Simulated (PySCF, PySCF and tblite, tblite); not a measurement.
# 1,2-difluoroethane (C2H4F2): conformers and averaged spectra, part 2 of 2

PySCF and tblite. Atoms count from 0. Earlier steps stand in the parts before.

## (8) Single-point energy, conformer 2: CAM-B3LYP/def2-TZVP

The job: settings as JSON, then the geometry in Å.

```
{"job": {"xc": "CAM-B3LYP", "basis": "def2-TZVP", "kind": "sp"}, "charge": 0, "multiplicity": 1}
F     -1.183870     0.794552    -1.025774
C     -0.728183    -0.130599    -0.127306
C      0.740172     0.044309     0.128728
F      0.982701     1.190712     0.834203
H     -1.288687    -0.019149     0.816932
H     -0.908858    -1.143616    -0.528999
H      1.284379     0.092046    -0.830283
H      1.113970    -0.820595     0.705317
```

The log of the run:

```text
coarse grid: 6824 points
cycle   1  E = -278.2461787924  dE =  3.761e-01  |g| = 6.806e-01  |ddm| = 1.888e+00
cycle   2  E = -278.2006696098  dE =  4.551e-02  |g| = 9.287e-01  |ddm| = 9.183e-01
cycle   3  E = -278.3211445446  dE = -1.205e-01  |g| = 3.453e-02  |ddm| = 5.076e-01
cycle   4  E = -278.3213227452  dE = -1.782e-04  |g| = 7.360e-03  |ddm| = 2.209e-02
cycle   5  E = -278.3213339730  dE = -1.123e-05  |g| = 2.003e-03  |ddm| = 1.030e-02
cycle   6  E = -278.3213348491  dE = -8.760e-07  |g| = 5.869e-04  |ddm| = 1.732e-03
final grid: 67112 points
cycle   7  E = -278.3235603575  dE = -3.784e-05  |g| = 4.384e-03  |ddm| = 2.139e-02
cycle   8  E = -278.3235590685  dE =  1.289e-06  |g| = 5.376e-03  |ddm| = 4.202e-03
cycle   9  E = -278.3235632421  dE = -4.174e-06  |g| = 3.453e-04  |ddm| = 2.416e-03
cycle  10  E = -278.3235632563  dE = -1.413e-08  |g| = 1.471e-04  |ddm| = 3.350e-04
cycle  11  E = -278.3235632608  dE = -4.503e-09  |g| = 1.749e-05  |ddm| = 1.262e-04
cycle  12  E = -278.3235632608  dE = -5.298e-11  |g| = 2.498e-06  |ddm| = 1.620e-05
converged SCF energy = -278.3235632608
```

Run time: 2.6 s. Hardware: 1 thread of AMD EPYC 9R14, shared host; peak memory 0.61 GiB.

Key values: HOMO -11.04 eV, LUMO 2.13 eV; dipole 2.65 D.

## (9) Couplings, conformer 1: B3LYP/pcJ-1

The job: settings as JSON, then the geometry in Å.

```
{"job": {"xc": "B3LYP", "basis": "pcJ-1", "kind": "j"}, "charge": 0, "multiplicity": 1}
F      0.053015     1.204665     1.286224
C      0.129637    -0.047837     0.740495
C     -0.127478     0.050171    -0.746846
F     -0.051978    -1.202492    -1.292351
H      1.131086    -0.471335     0.927060
H     -0.620084    -0.703886     1.214403
H      0.622670     0.705478    -1.221095
H     -1.128623     0.474477    -0.933220
```

The log of the run:

```text
coarse grid: 6824 points
cycle   1  E = -278.2095758643  dE =  2.744e-01  |g| = 6.063e-01  |ddm| = 2.039e+00
cycle   2  E = -278.1501325778  dE =  5.944e-02  |g| = 9.061e-01  |ddm| = 8.226e-01
cycle   3  E = -278.2617714004  dE = -1.116e-01  |g| = 5.167e-02  |ddm| = 5.013e-01
cycle   4  E = -278.2621876808  dE = -4.163e-04  |g| = 2.113e-02  |ddm| = 4.079e-02
cycle   5  E = -278.2622887270  dE = -1.010e-04  |g| = 4.368e-03  |ddm| = 1.681e-02
cycle   6  E = -278.2622923228  dE = -3.596e-06  |g| = 1.778e-04  |ddm| = 2.816e-03
final grid: 67112 points
cycle   7  E = -278.2970216077  dE = -1.056e-04  |g| = 6.520e-03  |ddm| = 1.064e-02
cycle   8  E = -278.2970133297  dE =  8.278e-06  |g| = 9.751e-03  |ddm| = 7.995e-03
cycle   9  E = -278.2970289431  dE = -1.561e-05  |g| = 5.855e-04  |ddm| = 4.718e-03
cycle  10  E = -278.2970289821  dE = -3.902e-08  |g| = 3.367e-04  |ddm| = 6.353e-04
cycle  11  E = -278.2970290039  dE = -2.173e-08  |g| = 1.239e-05  |ddm| = 2.269e-04
cycle  12  E = -278.2970290039  dE = -2.086e-11  |g| = 1.484e-06  |ddm| = 7.288e-06
converged SCF energy = -278.2970290039

Indirect spin-spin couplings (Hz)
  i      j    bonds     total        FC       PSO       DSO        SD
  0 F    1 C    1   -234.785  -284.512    27.453     0.665    21.609
  0 F    2 C    2     29.823    36.065    -5.550     0.007    -0.698
  0 F    3 F    3    -58.907   -29.738   -45.073    -1.568    17.473
  0 F    4 H    2     52.414    45.755    11.287    -1.447    -3.181
  0 F    5 H    2     52.411    45.752    11.287    -1.448    -3.180
  0 F    6 H    3      1.065     0.643     1.171    -0.234    -0.515
  0 F    7 H    3      1.116     0.694     1.169    -0.232    -0.516
  1 C    2 C    1     47.798    46.789    -0.632     0.265     1.376
  1 C    3 F    2     29.829    36.071    -5.550     0.007    -0.699
  1 C    4 H    1    155.581   154.761    -0.380     1.025     0.175
  1 C    5 H    1    155.618   154.799    -0.380     1.025     0.175
  1 C    6 H    2     -3.299    -3.272     0.002    -0.082     0.053
  1 C    7 H    2     -3.318    -3.291     0.002    -0.082     0.053
  2 C    3 F    1   -234.783  -284.509    27.453     0.665    21.609
  2 C    4 H    2     -3.307    -3.280     0.002    -0.082     0.053
  2 C    5 H    2     -3.310    -3.283     0.002    -0.082     0.053
  2 C    6 H    1    155.621   154.801    -0.380     1.024     0.175
  2 C    7 H    1    155.578   154.759    -0.380     1.025     0.175
  3 F    4 H    3      1.075     0.653     1.171    -0.234    -0.514
  3 F    5 H    3      1.106     0.686     1.169    -0.232    -0.516
  3 F    6 H    2     52.429    45.769    11.288    -1.448    -3.181
  3 F    7 H    2     52.394    45.736    11.286    -1.447    -3.181
  4 H    5 H    2     -9.047    -9.465     2.067    -2.016     0.369
  4 H    6 H    3      6.519     6.445     0.318    -0.362     0.117
  4 H    7 H    3     13.249    13.377     2.794    -2.946     0.024
  5 H    6 H    3     13.248    13.376     2.794    -2.946     0.024
  5 H    7 H    3      6.503     6.430     0.320    -0.364     0.117
  6 H    7 H    2     -9.046    -9.465     2.067    -2.017     0.369
```

It took 7.7 s on 1 thread of AMD EPYC 9R14, shared host; peak memory 0.66 GiB.

Key values: HOMO -9.28 eV, LUMO 1.37 eV; dipole 0.00 D.

## (10) Couplings, conformer 2: B3LYP/pcJ-1

The job: settings as JSON, then the geometry in Å.

```
{"job": {"xc": "B3LYP", "basis": "pcJ-1", "kind": "j"}, "charge": 0, "multiplicity": 1}
F     -1.183870     0.794552    -1.025774
C     -0.728183    -0.130599    -0.127306
C      0.740172     0.044309     0.128728
F      0.982701     1.190712     0.834203
H     -1.288687    -0.019149     0.816932
H     -0.908858    -1.143616    -0.528999
H      1.284379     0.092046    -0.830283
H      1.113970    -0.820595     0.705317
```

The log of the run:

```text
coarse grid: 6824 points
cycle   1  E = -278.2014363376  dE =  2.920e-01  |g| = 6.320e-01  |ddm| = 2.025e+00
cycle   2  E = -278.1237567588  dE =  7.768e-02  |g| = 9.911e-01  |ddm| = 9.661e-01
cycle   3  E = -278.2605417127  dE = -1.368e-01  |g| = 5.185e-02  |ddm| = 5.972e-01
cycle   4  E = -278.2609489551  dE = -4.072e-04  |g| = 2.281e-02  |ddm| = 4.348e-02
cycle   5  E = -278.2610664524  dE = -1.175e-04  |g| = 5.066e-03  |ddm| = 1.847e-02
cycle   6  E = -278.2610713519  dE = -4.899e-06  |g| = 3.168e-04  |ddm| = 3.661e-03
final grid: 67112 points
cycle   7  E = -278.2974225444  dE = -1.065e-04  |g| = 6.499e-03  |ddm| = 1.115e-02
cycle   8  E = -278.2974139967  dE =  8.548e-06  |g| = 9.874e-03  |ddm| = 7.981e-03
cycle   9  E = -278.2974296870  dE = -1.569e-05  |g| = 5.875e-04  |ddm| = 4.786e-03
cycle  10  E = -278.2974297273  dE = -4.030e-08  |g| = 3.589e-04  |ddm| = 7.264e-04
cycle  11  E = -278.2974297525  dE = -2.518e-08  |g| = 1.557e-05  |ddm| = 2.566e-04
cycle  12  E = -278.2974297525  dE = -3.149e-11  |g| = 4.011e-06  |ddm| = 1.157e-05
converged SCF energy = -278.2974297525

Indirect spin-spin couplings (Hz)
  i      j    bonds     total        FC       PSO       DSO        SD
  0 F    1 C    1   -244.887  -289.835    23.815     0.689    20.445
  0 F    2 C    2     19.636    19.046    -1.010    -0.044     1.643
  0 F    3 F    3    -11.374    -4.478    -5.535    -0.450    -0.912
  0 F    4 H    2     57.645    51.679    10.557    -1.345    -3.245
  0 F    5 H    2     52.690    46.700    10.610    -1.428    -3.191
  0 F    6 H    3     21.342    20.333     1.564    -0.082    -0.473
  0 F    7 H    3     43.292    44.670     0.969    -2.164    -0.183
  1 C    2 C    1     44.669    44.770    -1.475     0.266     1.108
  1 C    3 F    2     19.632    19.045    -1.011    -0.044     1.642
  1 C    4 H    1    155.587   154.730    -0.341     1.040     0.158
  1 C    5 H    1    148.963   148.071    -0.233     1.004     0.120
  1 C    6 H    2     -5.496    -5.385    -0.092    -0.080     0.060
  1 C    7 H    2      7.173     7.245    -0.094    -0.044     0.066
  2 C    3 F    1   -244.896  -289.836    23.808     0.689    20.442
  2 C    4 H    2     -5.498    -5.386    -0.092    -0.080     0.060
  2 C    5 H    2      7.175     7.247    -0.094    -0.044     0.066
  2 C    6 H    1    155.583   154.726    -0.340     1.040     0.158
  2 C    7 H    1    148.954   148.062    -0.233     1.004     0.120
  3 F    4 H    3     21.337    20.329     1.564    -0.082    -0.474
  3 F    5 H    3     43.285    44.663     0.969    -2.164    -0.183
  3 F    6 H    2     57.630    51.663    10.556    -1.345    -3.244
  3 F    7 H    2     52.690    46.698    10.611    -1.428    -3.190
  4 H    5 H    2    -12.455   -12.827     2.139    -2.103     0.336
  4 H    6 H    3     11.321    11.473     2.804    -2.971     0.016
  4 H    7 H    3      1.288     1.257     0.543    -0.596     0.084
  5 H    6 H    3      1.288     1.257     0.543    -0.596     0.084
  5 H    7 H    3      1.484     1.351    -0.055     0.033     0.156
  6 H    7 H    2    -12.460   -12.832     2.138    -2.103     0.337
```

Wall time 7.5 s (1 thread of AMD EPYC 9R14, shared host); peak memory 0.61 GiB.

Key values: HOMO -9.18 eV, LUMO 1.16 eV; dipole 2.67 D.

## (11) The ensemble: properties at wB97X-D/pcSseg-1

The job: settings as JSON, then the geometry in Å.

```
{"job": {"study": "conf", "smiles": "FCCF", "search": {"seed": 1092, "n_embed": 60, "ff_keep": 14, "window": 3.0, "nmax": 8, "temps": [150, 200, 250, 298.15, 400], "t_ref": 298.15, "order": 0.002, "geom": true}, "level": {"nmr": {"xc": "wB97X-D", "basis": "pcSseg-1"}, "sp": {"xc": "CAM-B3LYP", "basis": "def2-TZVP"}, "j": {"xc": "B3LYP", "basis": "pcJ-1"}}, "kind": "conf"}, "charge": 0, "multiplicity": 1}
F     -1.183870     0.794552    -1.025774
C     -0.728183    -0.130599    -0.127306
C      0.740172     0.044309     0.128728
F      0.982701     1.190712     0.834203
H     -1.288687    -0.019149     0.816932
H     -0.908858    -1.143616    -0.528999
H      1.284379     0.092046    -0.830283
H      1.113970    -0.820595     0.705317
```

The log of the run:

```text
conformer  sym    E(xTB)   E(DFT)   G(298.15 K)  weight  dipole/D
    1     C2h     0.000    0.996    1.393   0.0869    0.001
    2     C2      0.946    0.000    0.000   0.9131    2.649

mean shielding (ppm) by class
class atoms           150 K      200 K      250 K   298.15 K      400 K
  0 F  0,3          422.341    422.822    423.356     423.85    424.738
  1 C  1,2          100.549    100.628    100.716    100.797    100.943
  2 H  4,5,6         26.904     26.903     26.903     26.902     26.902
```

Wall time 29 s (1 thread of AMD EPYC 9R14, shared host). This counts the runs that the step sums up.

The search (ETKDG, MMFF94s, GFN2-xTB) embedded 60 structures, kept 2 distinct ones after the force field and 2 after xTB; 2 were carried on (window 3.0 kcal/mol at the search's own energies). Energies: CAM-B3LYP/def2-TZVP with D3(BJ).

Conformer by conformer (298 K):

```
no.  group  mirror pair  ΔE xTB  ΔE DFT    ΔG  weight (%)  μ (D)  F0–C1–C2–F3 (°)      A, B, C (GHz)
  1    C2h           no    0.00    1.00  1.39         8.7   0.00             -180  32.31, 3.91, 3.65
  2     C2          yes    0.95    0.00  0.00        91.3   2.65               70  17.61, 5.05, 4.42
```

Energies in kcal/mol. ΔG holds xTB vibrations and rotation, symmetry numbers and mirror pairs.

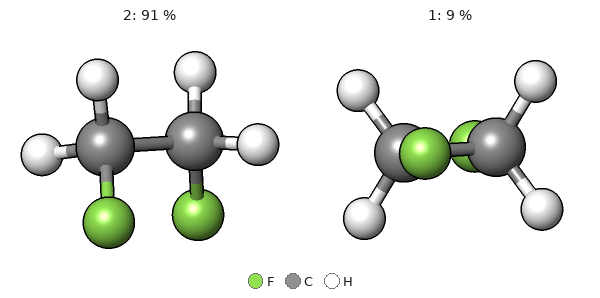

The conformers with their weights.

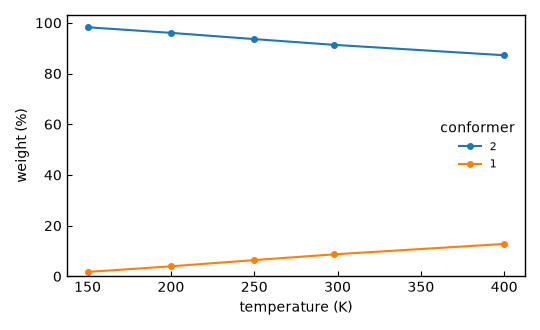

Weights against temperature.

How the weights hang on the way they are made:

| scheme | 2 | 1 | mean μ (D) |
| --- | --- | --- | --- |
| DFT free energy | 91 | 9 | 2.42 |
| DFT energy, symmetry counted | 91 | 9 | 2.42 |
| DFT energy alone | 84 | 16 | 2.23 |
| xTB energy, symmetry counted | 29 | 71 | 0.77 |
| xTB free energy | 28 | 72 | 0.75 |
| lowest conformer only | 100 | 0 | 2.65 |
| equal weights | 50 | 50 | 1.32 |
| conformers found from three starts alone | 100 | 0 | 2.65 |

Shifts against references run at the same level (13C TMS 184.5, 19F CFCl3 187.2, 1H TMS 31.38 ppm of shielding), by class of atoms, at 298 K:

| atoms | environment | no. 2 | no. 1 | average |
| --- | --- | --- | --- | --- |
| C1, C2 | sp3 CH2 bonded to F | 84.1 | 80.5 | 83.7 |
| H4, H5, H6, H7 | hydrogen on an sp3 CH2 bonded to F | 4.48 | 4.49 | 4.48 |
| F0, F3 | fluorine on an sp3 carbon | -234.8 | -256.5 | -236.7 |

Couplings (Hz, B3LYP/pcJ-1; one pair named for each class), from conformers that hold 100 % of the weight:

```
 pair  bonds   no. 2   no. 1  average
F0–C1      1  -244.9  -234.8   -244.0
C1–H4      1   152.3   155.6    152.6
C1–C2      1    44.7    47.8     44.9
F0–H4      2    55.2    52.4     54.9
F0–C2      2    19.6    29.8     20.5
H4–H5      2   -12.5    -9.1    -12.2
F0–H6      3    32.3     1.1     29.6
F0–F3      3   -11.4   -58.9    -15.5
H4–H6      3     6.4     6.5      6.4
H4–H7      3     1.3    13.2      2.3
```

## (12) What came out

What follows sums up all 2 parts.

| quantity | value |
| --- | --- |
| conformers | 2; the first in weight is no. 2 (C2), 91 % at 298 K |
| root-mean-square dipole | 2.53 D |
| averaged 13C shifts (wB97X-D/pcSseg-1) | 83.7 ppm |
| averaged 1H shifts (wB97X-D/pcSseg-1) | 4.48 ppm |
| averaged 19F shifts (wB97X-D/pcSseg-1) | -236.7 ppm |

Conformer 2 leads with 91 % at 298 K, and its share goes from 98 % at 150 K to 87 % at 400 K. xTB puts no. 1 lowest, DFT no. 2. Among conformers over 5 %, C1, C2 differ by 3.6 ppm, while the average moves by 0.4 ppm from 150 to 400 K. Among vicinal couplings, F0–F3 differs most between the conformers listed (-11.4 for no. 2, -58.9 for no. 1; average -15.5 Hz).
